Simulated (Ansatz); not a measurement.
# Run report: AlNH5F3, phonon calculation

- system: AlNH5F3
- method: RKS r2SCAN-D4/def2-SVP (Ansatz 0.2.0)

It belongs to a series of runs on one base structure; here: vibrations at the highest image of the band. Figures and captions count atoms from 1; the log counts them from 0 in places.

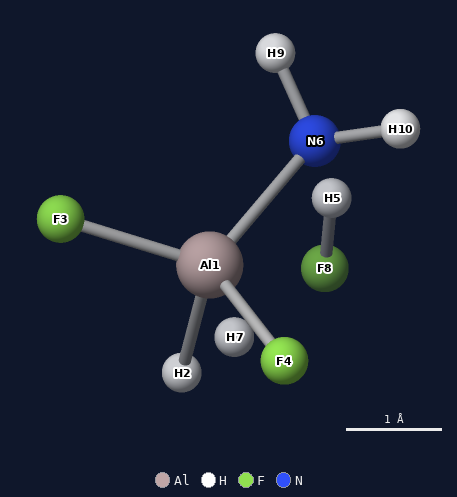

The structure (ball-and-stick view, seen at a tilt; atoms are numbered from 1 in the order of the input). Sticks mark near contacts.

The input
```yaml
crystal:
  periodic: [false, false, false]
  atoms:
    - { symbol: Al, position_ang: [-0.559734, -0.6042, 0.671549] }
    - { symbol: H, position_ang: [1.206579, -0.927789, 0.888413] }
    - { symbol: F, position_ang: [-1.027232, -2.142004, 0.253922] }
    - { symbol: F, position_ang: [-0.92956, 0.060915, 2.146811] }
    - { symbol: H, position_ang: [0.714276, 0.804319, -0.820304] }
    - { symbol: "N", position_ang: [-0.608921, 0.625411, -0.727313] }
    - { symbol: H, position_ang: [1.464215, -0.326549, 0.341998] }
    - { symbol: F, position_ang: [1.799623, 0.710684, -0.626208] }
    - { symbol: H, position_ang: [-0.990583, 0.286044, -1.612094] }
    - { symbol: H, position_ang: [-1.068764, 1.513168, -0.516675] }
basis:
  gaussian: { orbitals: def2-SVP }
hamiltonian:
  xc: r2scan
  dispersion: d4
phonons: {}
```

Run on 2 threads of Intel Xeon (Granite Rapids), 16 GiB of memory available, shared host.

Launch command:
```bash
ansatz run input.yaml --threads 2 --pin off --max-ram 3072MiB --backend cpu --events-out ev --progress --plain --runs-dir out
```

What the program printed
```
Engine: ansatz 0.2.0, x86_64-unknown-linux-gnu
Functional definition: r2SCAN
  parameter k0 = 0.174
  parameter k1 = 0.065
  parameter a1 = 4.9479
  exchange = r2scan_x(k0 = k0, k1 = k1, a1 = a1)
  correlation = r2scan_c
1099 factors; their error is unknown
mean field evaluation 1: about -16300.0561 eV, gradient 7.3e1 eV
mean field evaluation 2: about -16285.2740 eV, gradient 1.2e2 eV
mean field evaluation 4: about -16309.1037 eV, gradient 5.2e0 eV
mean field evaluation 8: about -16309.1589 eV, gradient 9.0e-2 eV
mean field evaluation 16: about -16309.0976 eV, gradient 3.0e-5 eV
mean field -16309.09759780 eV, -599.3482820159 hartree, gradient 3.0e-5 eV, S^2 0.000000; 0 other end points of the search recorded, 0 dependent functions left out
the calculation of the forces begins
reference -16309.09760996 eV, -599.3482824627 hartree; 26, 26 occupied and 73, 73 virtual orbitals, 1099 factors
these checks for a lower state are left out or cut short: stability, starts, cluster_reference, orbital_swaps, neighbouring_geometries, increment
1099 factors; their error is unknown
mean field -16309.09758768 eV, -599.3482816439 hartree, gradient 2.1e-6 eV, S^2 0.000000; 0 other end points of the search recorded, 0 dependent functions left out
[... from here on the field's lines of each further geometry are left out, up to the last ...]
the calculation of the forces begins
reference -16309.09759060 eV, -599.3482817513 hartree; 26, 26 occupied and 73, 73 virtual orbitals, 1099 factors
these checks for a lower state are left out or cut short: stability, starts, cluster_reference, orbital_swaps, neighbouring_geometries, increment
1099 factors; their error is unknown
mean field -16309.09758007 eV, -599.3482813642 hartree, gradient 1.2e-6 eV, S^2 0.000000; 0 other end points of the search recorded, 0 dependent functions left out
the calculation of the forces begins
reference -16309.09759223 eV, -599.3482818111 hartree; 26, 26 occupied and 73, 73 virtual orbitals, 1099 factors
WARN: phonons: modes at or below zero, which the zero-point energy, F, S and C_V leave out: 2, the lowest at -583.87 cm⁻¹. A minimum has none, and a first-order saddle one
Total energy: -16309.13558008 eV, -599.3496778387 hartree
Atom 0 at    -0.559734    -0.604200     0.671549 Å, force     0.011679     0.008144    -0.004941 eV/Å
Atom 1 at     1.206579    -0.927789     0.888413 Å, force    -0.004782    -0.004879     0.001784 eV/Å
Atom 2 at    -1.027232    -2.142004     0.253922 Å, force    -0.005800    -0.004545     0.006158 eV/Å
Atom 3 at    -0.929560     0.060915     2.146811 Å, force    -0.005136    -0.006527     0.005332 eV/Å
Atom 4 at     0.714276     0.804319    -0.820304 Å, force    -0.006891     0.002206    -0.002610 eV/Å
Atom 5 at    -0.608921     0.625411    -0.727313 Å, force    -0.006946    -0.007427    -0.001401 eV/Å
Atom 6 at     1.464215    -0.326549     0.341998 Å, force     0.004336     0.009576    -0.005801 eV/Å
Atom 7 at     1.799623     0.710684    -0.626208 Å, force     0.004303    -0.001886     0.003506 eV/Å
Atom 8 at    -0.990583     0.286044    -1.612094 Å, force     0.003047     0.002224    -0.001644 eV/Å
Atom 9 at    -1.068764     1.513168    -0.516675 Å, force     0.006190     0.003114    -0.000384 eV/Å
Dipole moment:    -0.256717     0.286013    -0.408196 e Å
Vibrations: -583.87 -12.02 164.13 177.04 254.89 332.01 359.23 387.19 574.33 654.82 742.63 743.67 820.29 969.06 988.12 1019.20 1316.07 1396.27 1511.82 1552.09 1618.28 3053.14 3514.07 3600.75 cm⁻¹, zero-point energy 1.596241 eV
```

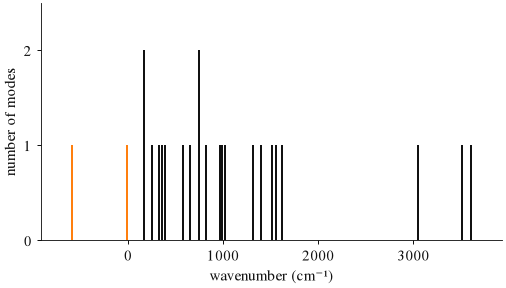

Harmonic vibrational wavenumbers from the force constants; neighbouring modes closer than 19 cm⁻¹ are counted in one stick, and imaginary ones are drawn at negative wavenumbers. 24 modes from 584i to 3601 cm⁻¹, 2 imaginary beyond 8i (584i, 12i cm⁻¹): not a minimum.

Results in brief

```json
{"quantity": "outcome", "value": "converged"}
{"quantity": "total energy", "value": "−16309.1356 eV"}
{"quantity": "mean-field energy", "value": "−16309.0976 eV"}
{"quantity": "largest force (length of the vector)", "value": "0.015 eV/Å"}
{"quantity": "wall time", "value": "47 s (CPU time 89 s)"}
{"quantity": "peak memory", "value": "0.17 GiB"}
```
